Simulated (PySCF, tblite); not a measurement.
**Si3H6O3: dynamics, then NMR shifts on frames, part 1 of 2**

Aim: move Si3H6O3 (`O1[SiH2]O[SiH2]O[SiH2]1`) away from its starting geometry and see how NMR shifts follow the geometry.

Programs: tblite 0.8.0 and PySCF 2.14.0, with density-fitted response routines of our own. Each step states its level of theory. These are calculated values for one molecule in the gas phase, unless marked as measured. Atoms count from 0, in the outputs and in this text.

**1. The starting structure**

12 atoms, charge 0, multiplicity 1; geometry from: GFN2-xTB.

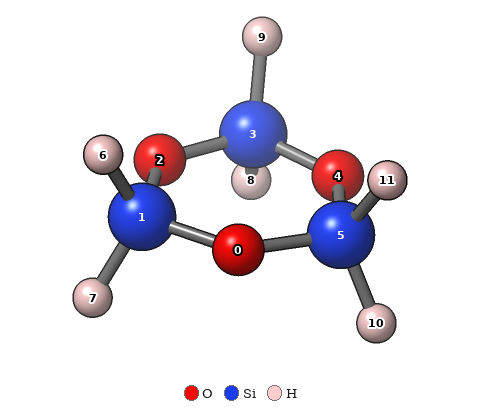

The starting geometry (oxygen red, silicon blue, hydrogen pink), atoms numbered.

**2. Dynamics with GFN2-xTB**

The job: settings as JSON, then the geometry in Å.

```
{"job": {"kind": "md", "xc": "GFN2-xTB", "basis": "xTB", "temperature": 300, "steps": 2000, "every": 50, "frames": 5}, "charge": 0, "multiplicity": 1}
O     -1.517179     0.023001     0.159799
Si    -0.839048    -1.437977     0.380555
O      0.768659    -1.311593     0.175716
Si     1.697904    -0.027028    -0.184585
O      0.751679     1.284579    -0.347519
Si    -0.857336     1.463630    -0.202222
H     -1.338061    -2.300305    -0.678330
H     -1.065306    -1.804021     1.769321
H      2.558727     0.208352     0.963138
H      2.289446    -0.283353    -1.487498
H     -1.088561     2.336857     0.936590
H     -1.359725     1.847172    -1.510994
```

Method: GFN2-xTB Langevin dynamics, gas phase.

The run is started by

```sh
> OMP_NUM_THREADS=1 python probes_run.py task.json out
```

One launch serves the whole session: the jobs run in the order shown.

Output:

```text
t/fs     T/K      E/eV
    0.0   261.5   -565.79924
   25.0   199.8   -565.50786
   50.0   408.2   -565.45346
   75.0   380.7   -565.28597
  100.0   324.3   -565.30359
  125.0   444.1   -565.42194
  150.0   271.9   -565.34897
  175.0   391.0   -565.43462
  200.0   407.3   -565.47889
  225.0   281.1   -565.32249
  250.0   269.4   -565.40190
  275.0   187.7   -565.33436
  300.0   355.7   -565.50570
  325.0   368.4   -565.41514
  350.0   344.5   -565.26421
  375.0   259.2   -565.27283
  400.0   264.8   -565.24078
  425.0   348.5   -565.51337
  450.0   359.5   -565.33299
  475.0   290.9   -565.16404
  500.0   373.6   -565.38922
  525.0   348.6   -565.35191
  550.0   355.5   -565.43105
  575.0   322.6   -565.34972
  600.0   298.4   -565.33644
  625.0   377.6   -565.37838
  650.0   369.8   -565.44916
  675.0   255.4   -565.28540
  700.0   379.8   -565.45647
  725.0   235.4   -565.40434
  750.0   280.2   -565.47247
  775.0   232.9   -565.33439
  800.0   346.0   -565.32446
  825.0   298.1   -565.23918
  850.0   281.1   -565.30412
  875.0   298.3   -565.38240
  900.0   283.2   -565.42000
  925.0   286.1   -565.38199
  950.0   149.8   -565.27866
  975.0   186.1   -565.39885
 1000.0   208.7   -565.50781
```

Run time: 23 s. Hardware: 1 thread of Intel Xeon Platinum 8259CL at 2.50GHz, shared host; peak memory 0.18 GiB.

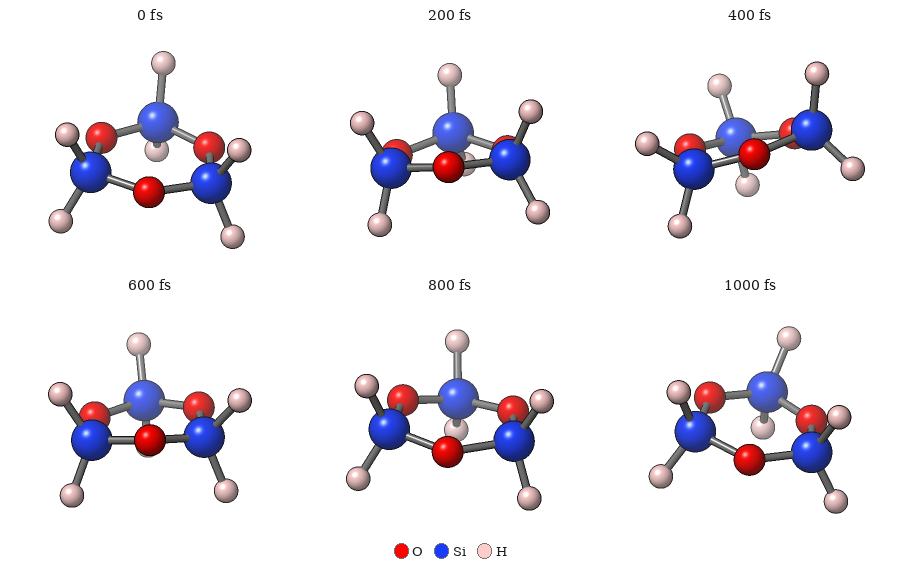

Frames of the run.

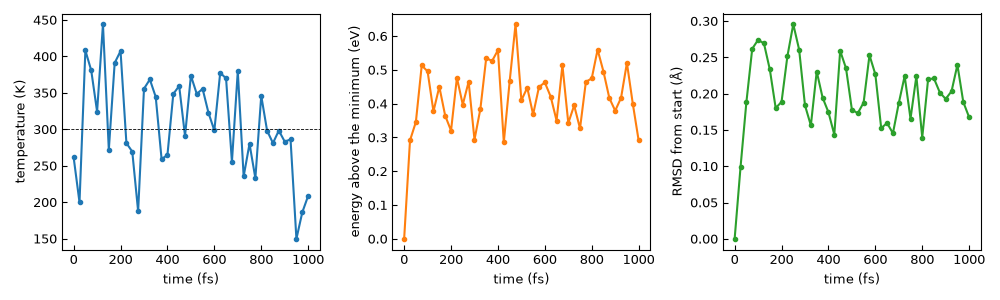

Temperature, potential energy and distance from the start.

Positions (Å) and forces (eV/Å) at 1000 fs:

```xyz
12

O    -2.072   -0.316    0.647   -0.417   -1.034    0.313
Si   -1.244   -1.728    0.696   -1.073   -0.067   -1.078
O     0.317   -1.515    0.448    1.013    0.010   -0.168
Si    1.208   -0.144    0.330   -0.838    0.388    0.274
O     0.089    1.020    0.222    0.014    0.336   -0.376
Si   -1.549    1.127    0.261    0.948    0.849   -1.214
H    -1.784   -2.442   -0.476    0.225    0.028    0.254
H    -1.502   -2.233    1.993   -0.030   -0.320    0.810
H     1.855    0.062    1.601    0.211   -0.104    0.284
H     2.015    0.042   -0.842    0.132   -0.340   -0.386
H    -1.617    2.047    1.343   -0.489    0.453    0.535
H    -2.070    1.477   -1.107    0.306   -0.198    0.752
```

**3. Shielding tensors: 250 fs, PBE0/pcSseg-1**

The job: settings as JSON, then the geometry in Å.

```
{"job": {"kind": "nmr", "xc": "PBE0", "basis": "pcSseg-1", "pop": false}, "charge": 0, "multiplicity": 1}
O     -1.736700     0.221500    -0.267500
Si    -1.203700    -1.212600     0.337100
O      0.206800    -0.849600     1.111300
Si     1.285900     0.251600     0.501800
O      0.502000     1.564300    -0.142000
Si    -1.043600     1.656800    -0.607700
H     -0.946400    -2.093500    -0.787500
H     -2.130800    -1.319400     1.504700
H      2.162100     0.826300     1.470800
H      1.969000    -0.402600    -0.644800
H     -1.905700     2.564200     0.142400
H     -1.211600     1.688300    -2.072200
```

With the program's defaults for keys left out, this is: GIAO PBE0/pcSseg-1 NMR shielding, non-relativistic, gas phase.

Output:

```text
coarse grid: 11856 points
cycle   1  E = -1097.0077240419  dE =  9.722e-01  |g| = 1.222e+00  |ddm| = 3.390e+00
cycle   2  E = -1096.6246095865  dE =  3.831e-01  |g| = 1.877e+00  |ddm| = 2.460e+00
cycle   3  E = -1097.2634577412  dE = -6.388e-01  |g| = 7.426e-02  |ddm| = 1.737e+00
cycle   4  E = -1097.2644423626  dE = -9.846e-04  |g| = 3.455e-02  |ddm| = 1.165e-01
cycle   5  E = -1097.2646121900  dE = -1.698e-04  |g| = 1.573e-02  |ddm| = 3.482e-02
cycle   6  E = -1097.2646555762  dE = -4.339e-05  |g| = 1.120e-03  |ddm| = 1.189e-02
cycle   7  E = -1097.2646558572  dE = -2.810e-07  |g| = 2.044e-04  |ddm| = 1.429e-03
final grid: 101640 points
cycle   8  E = -1097.3277313296  dE = -4.311e-06  |g| = 1.002e-02  |ddm| = 1.259e-02
cycle   9  E = -1097.3277108270  dE =  2.050e-05  |g| = 1.481e-02  |ddm| = 1.668e-02
cycle  10  E = -1097.3277473652  dE = -3.654e-05  |g| = 2.890e-04  |ddm| = 1.031e-02
cycle  11  E = -1097.3277473769  dE = -1.170e-08  |g| = 1.376e-04  |ddm| = 3.249e-04
cycle  12  E = -1097.3277473800  dE = -3.115e-09  |g| = 3.247e-05  |ddm| = 1.122e-04
cycle  13  E = -1097.3277473802  dE = -1.739e-10  |g| = 4.042e-06  |ddm| = 2.669e-05
converged SCF energy = -1097.3277473802

GIAO shielding tensors (ppm)
atom      isotropic    diamagn.    paramagn.     s11        s22        s33       span
  0 O      232.091     404.844    -172.753    163.722    190.676    341.874    178.153
  1 Si     380.056     880.930    -500.874    357.347    379.498    403.323     45.975
  2 O      233.708     401.642    -167.935    179.015    205.029    317.079    138.065
  3 Si     382.944     880.656    -497.712    365.537    384.593    398.704     33.167
  4 O      247.483     401.847    -154.364    193.670    227.711    321.067    127.397
  5 Si     389.102     881.227    -492.125    364.585    395.834    406.889     42.304
  6 H       26.079      30.159      -4.080     22.860     23.622     31.754      8.895
  7 H       25.495      28.454      -2.959     21.940     22.998     31.547      9.607
  8 H       26.803      29.517      -2.714     23.103     24.324     32.982      9.879
  9 H       26.036      30.574      -4.538     22.947     23.993     31.169      8.223
 10 H       26.256      29.016      -2.760     22.874     23.842     32.053      9.179
 11 H       26.162      29.500      -3.338     22.798     23.792     31.896      9.098
```

Run time: 19 s. Hardware: 1 thread of Intel Xeon Platinum 8259CL at 2.50GHz, shared host; peak memory 0.75 GiB.

The references, computed at this level on geometries of the same kind, shield at (ppm): 1H TMS 31.72, 29Si TMS 349.2, 17O H2O 336.1. Their shielding less the atom's gives the shift. The references are single molecules in the gas phase, so shifts against H2O, NH3, PH3, H3PO4 or CFCl3 are not on the usual liquid scales and can be off by tens of ppm. Each atom is listed at this fixed geometry, with no averaging over motion; a spectrum would average atoms that exchange fast.

```tsv
atoms	environment	σ (ppm)	δ (ppm)
H7	hydrogen on a silicon bonded to 2 O, in a 6-membered ring	25.49	6.22
H9	hydrogen on a silicon bonded to 2 O, in a 6-membered ring	26.04	5.68
H6	hydrogen on a silicon bonded to 2 O, in a 6-membered ring	26.08	5.64
H11	hydrogen on a silicon bonded to 2 O, in a 6-membered ring	26.16	5.55
H10	hydrogen on a silicon bonded to 2 O, in a 6-membered ring	26.26	5.46
H8	hydrogen on a silicon bonded to 2 O, in a 6-membered ring	26.80	4.91
O0	oxygen bonded to 2 Si, in a 6-membered ring	232.1	104.0
O2	oxygen bonded to 2 Si, in a 6-membered ring	233.7	102.4
O4	oxygen bonded to 2 Si, in a 6-membered ring	247.5	88.6
Si1	silicon bonded to 2 O, 2 H, in a 6-membered ring	380.1	-30.9
Si3	silicon bonded to 2 O, 2 H, in a 6-membered ring	382.9	-33.8
Si5	silicon bonded to 2 O, 2 H, in a 6-membered ring	389.1	-39.9
```

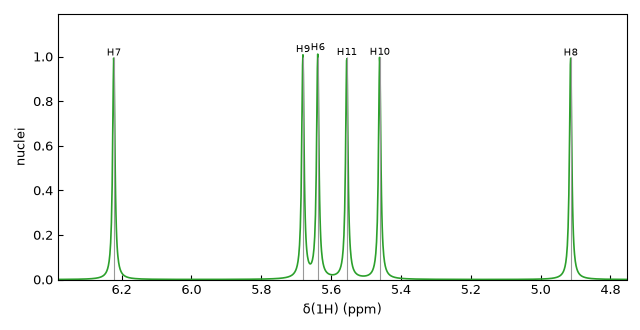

1H lines at the computed shifts, without couplings. Lines are broadened to a width of 0.01 ppm (Lorentzian).

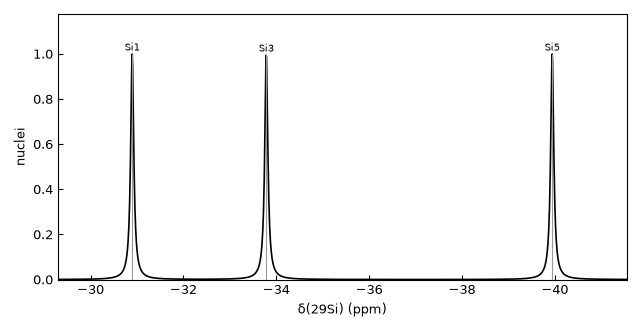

29Si lines at the computed shifts, without couplings. Lines are broadened to a width of 0.08 ppm (Lorentzian).

Ring of atoms O0, Si1, O2, Si3, O4, Si5: NICS(0) -2.1, NICS(1) 0.0, NICS(1)zz 3.6 ppm (means of both faces).

**4. Shielding tensors: 425 fs, PBE0/pcSseg-1**

The job: settings as JSON, then the geometry in Å.

```
{"job": {"kind": "nmr", "xc": "PBE0", "basis": "pcSseg-1", "pop": false}, "charge": 0, "multiplicity": 1}
O     -1.961400     0.300000    -0.194700
Si    -1.627500    -1.090600     0.684800
O     -0.098000    -1.188200     1.191100
Si     1.082900    -0.052700     0.893100
O      0.515400     1.223000     0.185500
Si    -0.924600     1.445100    -0.643800
H     -1.837500    -2.073100    -0.384300
H     -2.390600    -0.833800     1.881300
H      1.537000     0.291800     2.205300
H      2.114900    -0.759100     0.107900
H     -1.334900     2.752300    -0.215800
H     -0.526900     1.375400    -2.000000
```

With the program's defaults for keys left out, this is: GIAO PBE0/pcSseg-1 NMR shielding, non-relativistic, gas phase.

Output:

```text
coarse grid: 11856 points
cycle   1  E = -1097.0159543303  dE =  1.057e+00  |g| = 1.206e+00  |ddm| = 3.411e+00
cycle   2  E = -1096.6674135349  dE =  3.485e-01  |g| = 1.821e+00  |ddm| = 2.304e+00
cycle   3  E = -1097.2620359599  dE = -5.946e-01  |g| = 7.038e-02  |ddm| = 1.603e+00
cycle   4  E = -1097.2629191292  dE = -8.832e-04  |g| = 3.104e-02  |ddm| = 1.067e-01
cycle   5  E = -1097.2630567847  dE = -1.377e-04  |g| = 1.381e-02  |ddm| = 3.143e-02
cycle   6  E = -1097.2630898413  dE = -3.306e-05  |g| = 1.149e-03  |ddm| = 1.008e-02
cycle   7  E = -1097.2630901208  dE = -2.795e-07  |g| = 1.735e-04  |ddm| = 1.270e-03
final grid: 101640 points
cycle   8  E = -1097.3265868571  dE = -5.087e-06  |g| = 1.071e-02  |ddm| = 1.430e-02
cycle   9  E = -1097.3265639440  dE =  2.291e-05  |g| = 1.575e-02  |ddm| = 1.716e-02
cycle  10  E = -1097.3266051512  dE = -4.121e-05  |g| = 2.974e-04  |ddm| = 1.071e-02
cycle  11  E = -1097.3266051633  dE = -1.203e-08  |g| = 1.393e-04  |ddm| = 2.966e-04
cycle  12  E = -1097.3266051664  dE = -3.142e-09  |g| = 3.608e-05  |ddm| = 1.118e-04
cycle  13  E = -1097.3266051666  dE = -2.137e-10  |g| = 4.198e-06  |ddm| = 2.734e-05
converged SCF energy = -1097.3266051666

GIAO shielding tensors (ppm)
atom      isotropic    diamagn.    paramagn.     s11        s22        s33       span
  0 O      244.647     403.051    -158.404    187.446    218.863    327.633    140.187
  1 Si     379.676     880.618    -500.943    343.935    395.570    399.522     55.588
  2 O      241.247     402.902    -161.655    180.653    219.304    323.783    143.130
  3 Si     390.740     881.528    -490.788    371.140    399.717    401.364     30.223
  4 O      250.233     401.749    -151.516    189.554    216.638    344.506    154.952
  5 Si     384.751     881.138    -496.387    359.514    391.183    403.556     44.042
  6 H       25.957      29.354      -3.397     22.153     23.846     31.873      9.720
  7 H       26.218      28.889      -2.671     22.432     23.999     32.224      9.792
  8 H       26.933      30.080      -3.147     23.473     24.448     32.876      9.403
  9 H       26.329      30.198      -3.869     23.133     23.963     31.889      8.756
 10 H       26.891      29.411      -2.520     23.473     24.364     32.834      9.361
 11 H       26.957      31.108      -4.151     23.629     24.537     32.705      9.076
```

It took 18 s on 1 thread of Intel Xeon Platinum 8259CL at 2.50GHz, shared host; peak memory 0.79 GiB.

Key values: δ O2 94.8, O0 91.4, O4 85.8, Si1 -30.5, H6 5.76, H7 5.50 ppm.

(Continued in part 2 of 2.)
